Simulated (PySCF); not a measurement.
# One shape, several levels: HS− (hydrosulfide)

We compute a comparison of 4 runs (HSE03/CRENBL, MP2/def2-SVPD, MP2/def2-QZVPP, RI-MP2/BFD-VTZ) of HS− (hydrosulfide). The job is set up through a Python script.

The calculation is run with PySCF 2.14.0.

8 further runs of the same task are left out: 1 that didn't finish, 7 set aside as unsound or not needed.

## 1. Starting point

HS−: 2 atoms, total charge -1, spin state singlet. As SMILES, `[SH-]`. The shape is that of a PBE0-D4/def2-TZVPD optimisation.

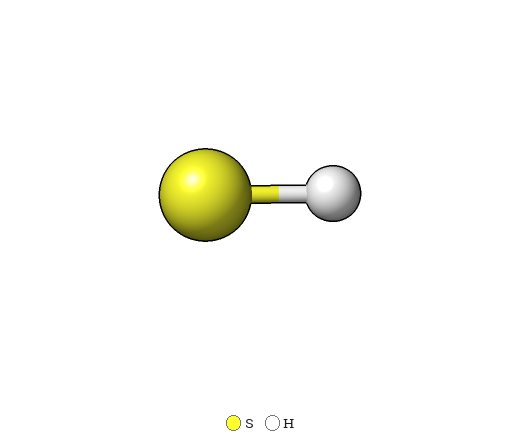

The structure, seen from a chosen angle (sulfur yellow, hydrogen white).

## 2. A stability test at HSE03/CRENBL (core potential) (run 1)

The input, run.py:

```python
# [SH-]
from pyscf import gto, dft

system = gto.M(
    atom=[
    ('S', (0.574700, -0.187900, 0.295500)),
    ('H', (-0.574700, 0.187900, -0.295500)),
],
    max_memory=1860,
    ecp={'S': 'crenbl'},
    symmetry=True,
    verbose=3,
    charge=-1,
    basis='crenbl',
)

mf = dft.RKS(system, xc='hse03')
mf.kernel()

e_tot = mf.e_tot
print('Final energy', e_tot)
mo_i, mo_e, stable_i, stable_e = mf.stability(internal=True, external=True, return_status=True)
print('stable: internal', stable_i, 'external', stable_e)
```

Run with:

```console
$ OMP_NUM_THREADS=1 python run.py
```

The program printed:

```text
converged SCF energy = -10.8417602218341
Final energy -10.841760221834141
<class 'pyscf.dft.rks_symm.SymAdaptedRKS'> wavefunction is stable in the internal stability analysis
<class 'pyscf.dft.rks_symm.SymAdaptedRKS'> wavefunction is stable in the real -> complex stability analysis
<class 'pyscf.dft.rks_symm.SymAdaptedRKS'> wavefunction is stable in the RHF/RKS -> UHF/UKS stability analysis
stable: internal True external True
```

Wall time 1.9 s (1 thread of Arm Neoverse V2, shared host); peak memory 0.18 GiB.

## 3. A single-point energy at MP2/def2-SVPD (density fitting) (run 2)

The input, input.py:

```python
from pyscf import gto, scf, mp

mol = gto.Mole()
mol.atom = '''
S      1.086026    -0.355080     0.558414
H     -1.086026     0.355080    -0.558414
'''
mol.basis = 'def2-svpd'
mol.unit = 'bohr'
mol.spin = 0
mol.verbose = 4
mol.charge = -1
mol.max_memory = 1860
mol.build()

mf = scf.RHF(mol)
mf = mf.density_fit()
mf.level_shift = 1.0
mf.kernel()

pt = mp.MP2(mf).run()
e_tot = pt.e_tot
print(f'total energy: {e_tot:.8f} hartree')
mf.analyze()
```

Run with:

```console
$ OMP_NUM_THREADS=1 python input.py
```

The program printed:

```text
PySCF version 2.14.0

[INPUT] num. atoms = 2
[INPUT] num. electrons = 18
[INPUT] charge = -1
[INPUT] spin (= nelec alpha-beta = 2S) = 0
[INPUT] symmetry False subgroup None
[INPUT] Mole.unit = bohr
[INPUT] Symbol           X                Y                Z      unit          X                Y                Z       unit  Magmom
[INPUT]  1 S      0.574700209667  -0.187900244053   0.295499963059 AA    1.086026000000  -0.355080000000   0.558414000000 Bohr   0.0
[INPUT]  2 H     -0.574700209667   0.187900244053  -0.295499963059 AA   -1.086026000000   0.355080000000  -0.558414000000 Bohr   0.0

nuclear repulsion = 6.29052038771861
number of shells = 15
number of NR pGTOs = 55
number of NR cGTOs = 35
basis = def2-svpd
ecp = {}

[... 84 lines left out ...]
Total Energy =                        -398.009753942112184
[... 3 lines left out ...]
Two-electron Coulomb Energy =          188.883632866713356
[... 5 lines left out ...]
MO #3   energy= -6.35797783554554  occ= 2
[... 3 lines left out ...]
MO #7   energy= -0.255353455746491 occ= 2
[... 3 lines left out ...]
MO #11  energy= 0.28752227495423   occ= 0
[... 3 lines left out ...]
MO #15  energy= 0.480392696526784  occ= 0
[... 3 lines left out ...]
MO #19  energy= 0.584638458542626  occ= 0
[... 3 lines left out ...]
MO #23  energy= 0.986838217937535  occ= 0
[... 3 lines left out ...]
MO #27  energy= 1.34907722801995   occ= 0
[... 3 lines left out ...]
MO #31  energy= 1.49294119607167   occ= 0
[... 3 lines left out ...]
MO #35  energy= 2.79826614634665   occ= 0
[... 5 lines left out ...]
pop of  0 S 4s            0.00978
pop of  0 S 5s            0.00024
pop of  0 S 2px           1.99997
pop of  0 S 2py           1.99999
pop of  0 S 2pz           1.99999
pop of  0 S 3px           1.37867
pop of  0 S 3py           1.89049
pop of  0 S 3pz           1.80024
pop of  0 S 4px           0.01155
pop of  0 S 4py           0.03452
pop of  0 S 4pz           0.03047
pop of  0 S 5px           0.00091
pop of  0 S 5py           0.00218
pop of  0 S 5pz           0.00195
pop of  0 S 3dxy          0.00217
pop of  0 S 3dyz          0.00060
pop of  0 S 3dz^2         0.00071
pop of  0 S 3dxz          0.00489
pop of  0 S 3dx2-y2       0.00374
pop of  0 S 4dxy          0.00013
pop of  0 S 4dyz          0.00004
pop of  0 S 4dz^2         0.00004
pop of  0 S 4dxz          0.00033
pop of  0 S 4dx2-y2       0.00025
pop of  1 H 1s            0.97003
pop of  1 H 2s            0.00695
pop of  1 H 2px           0.00332
pop of  1 H 2py           0.00515
pop of  1 H 2pz           0.00483
pop of  1 H 3px           0.00367
pop of  1 H 3py           0.00293
pop of  1 H 3pz           0.00306
 ** Mulliken atomic charges  **
charge of    0S =     -1.00007
charge of    1H =      0.00007

WARN: System has nonzero charge -1; the dipole moment is origin-dependent.
Location of origin: [0. 0. 0.]

Dipole moment(X, Y, Z, Debye): -3.01748,  0.98658, -1.55153
```

It took 0.7 s on 1 thread of Arm Neoverse V2, shared host; peak memory 0.12 GiB.

Run 3 isn't shown in full; the table further down has it.

## 4. The energy at RI-MP2/BFD-VTZ (density fitting with def2-universal-jkfit, core potential) (run 4)

The input, input.xyz:

```xyz
2
HS
S      0.574700    -0.187900     0.295500
H     -0.574700     0.187900    -0.295500
```

The input, job.py:

```python
# [SH-]
from pyscf import gto, scf, mp

system = gto.M(
    atom='input.xyz',
    ecp={'S': 'bfd', 'H': 'bfd'},
    max_memory=1860,
    basis='bfd-vtz',
    charge=-1,
    verbose=3,
    spin=0,
)

hf = scf.RHF(system)
hf = hf.density_fit(auxbasis='def2-universal-jkfit')
hf.kernel()

pt = mp.MP2(hf).density_fit().run()
energy = pt.e_tot
print(f'total energy: {energy:.8f} hartree')
```

Run with:

```console
$ OMP_NUM_THREADS=1 python job.py
```

The program printed:

```text
converged SCF energy = -10.5919687090954

WARN: Even tempered Gaussians are generated as DF auxbasis for  H S

E(DFRMP2) = -10.7879634260384  E_corr = -0.195994716942964
E(SCS-DFRMP2) = -10.7887983968499  E_corr = -0.196829687754461
total energy: -10.78796343 hartree
```

Run time: 0.56 s. Hardware: 1 thread of Arm Neoverse V2, shared host; peak memory 0.12 GiB.

## 5. All runs side by side

```
run                                                                       level       task  core potential  energy (Eh)  HOMO energy (eV)  LUMO energy (eV)  HOMO–LUMO gap (eV)  wall time
  1                                               HSE03/CRENBL (core potential)  stability          crenbl   -10.841760              1.49              7.56                6.07      1.9 s
  2                                             MP2/def2-SVPD (density fitting)     energy               –  -398.176798             -2.61              6.92                9.53      0.7 s
  3                                            MP2/def2-QZVPP (density fitting)     energy               –  -398.571767             -2.39              8.35               10.74     0.81 s
  4  RI-MP2/BFD-VTZ (density fitting with def2-universal-jkfit, core potential)     energy             bfd   -10.787963             -2.24             11.69               13.94     0.56 s
```

## 6. What came out

| quantity | value |
| --- | --- |
| run 4: total energy | -10.78796 Eh |
| run 4: HOMO energy (Hartree–Fock orbitals) | -2.24 eV |
| run 4: LUMO energy (Hartree–Fock orbitals) | 11.69 eV |
| run 4: HOMO–LUMO gap (to an unbound level, set by the basis) | 13.94 eV |
| run 4: correlation energy | -196.0 mEh |

What this shows: Some runs of one species differ in core potentials or relativity; totals across that change don't compare. In run 1 the HOMO lies above zero, so the outermost electron may be held by the basis alone. All runs together took 4 s, the longest 1.9 s.
